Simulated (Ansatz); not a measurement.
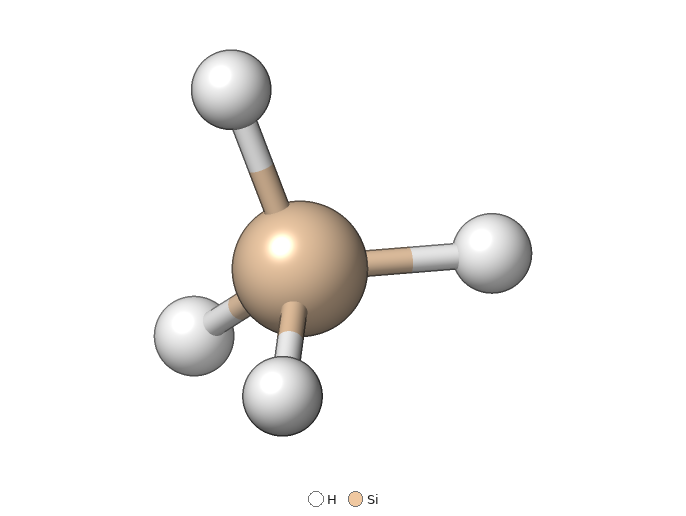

Rendered structure (ball-and-stick style). Every bond is drawn as one stick, whatever its order.

What does the picture show?

It has 5 atoms: 1 silicon and 4 hydrogen (SiH₄). This geometry has Td symmetry. Coordination: 1 Si tetrahedral.

The parts below concern this one geometry. Atoms keep their numbers from picture to picture. The geometry was computed by an optimisation with PBE0-D4/def2-TZVP.

**Geometry**

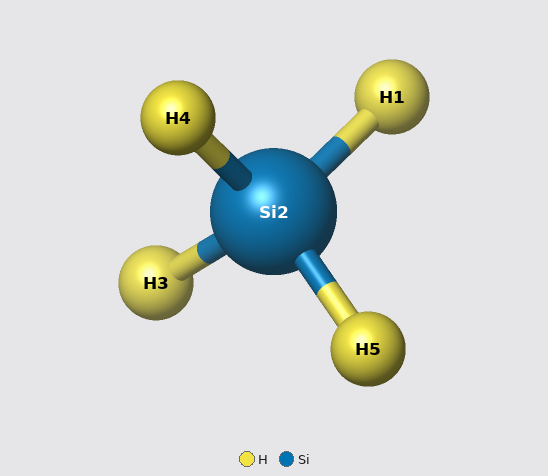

Numbered structure.

What are the angles H1–Si2–H3?

```json
{"angle": "H1–Si2–H3", "degrees": "109.5"}
```

**Electronic properties**

Properties computed with RKS PBE0-D4/def2-TZVPP (Ansatz 0.2.0).

Give the HOMO energy (Kohn–Sham orbital) at this level.

−9.86 eV.

Give the LUMO energy (Kohn–Sham orbital) at this level.

1.06 eV.

**Vibrations**

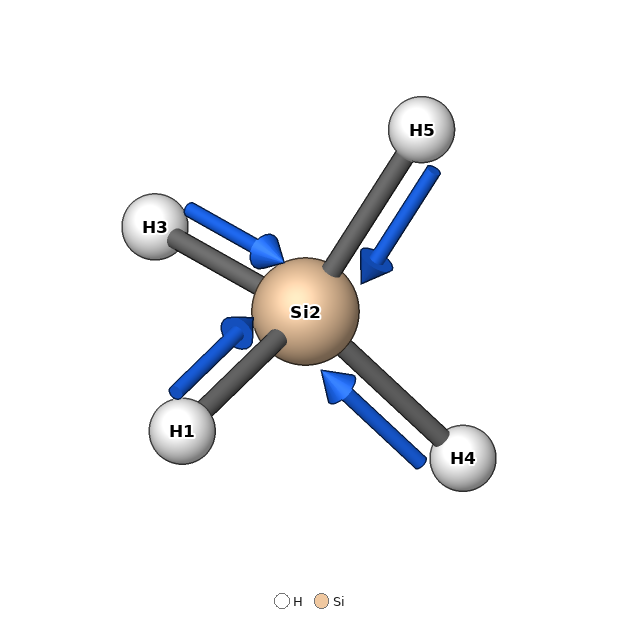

The arrows show one normal mode. Harmonic vibrations computed with RKS PBE0-D4/def2-TZVP (Ansatz 0.2.0) at a stationary point of the same level.

What kind of motion is it?

Mostly in-phase stretching of 4 Si–H bonds.

Estimate its harmonic wavenumber.

2236 cm⁻¹; it is mode 6 of 9 counted from the lowest.

**Charges**

The questions are on Mulliken charges. Method: RKS PBE0-D4/def2-TZVP (Ansatz 0.2.0).

List the Mulliken charges.

```json
{"atom": "H1", "value (e)": "−0.02"}
{"atom": "Si2", "value (e)": "0.07"}
{"atom": "H3", "value (e)": "−0.02"}
{"atom": "H4", "value (e)": "−0.02"}
{"atom": "H5", "value (e)": "−0.02"}
```

**Thermal motion**

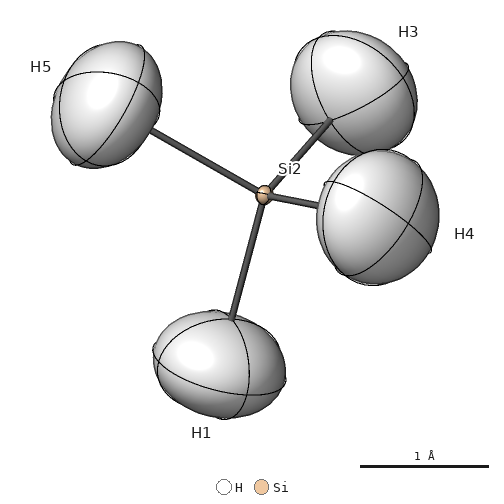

Displacement ellipsoids at the 50 % level, enlarged 3 times, from the internal vibrations of the free molecule (harmonic, no overall translation or rotation; no half-axis is drawn under 0.075 Å). Vibrations computed with RKS PBE0-D4/def2-TZVP (Ansatz 0.2.0). Temperature: 600 K.

Give the displacement parameters, one line for each set of equivalent atoms.

| atom | U_eq (Å²) | rms amplitudes (Å) |
| --- | --- | --- |
| H1, H3, H4, H5 | 0.0112 | 0.085, 0.115, 0.115 |
| Si2 | 0.00008 | 0.009, 0.009, 0.009 |

Mulliken values depend strongly on the basis set and can even reverse the polarity of a bond.
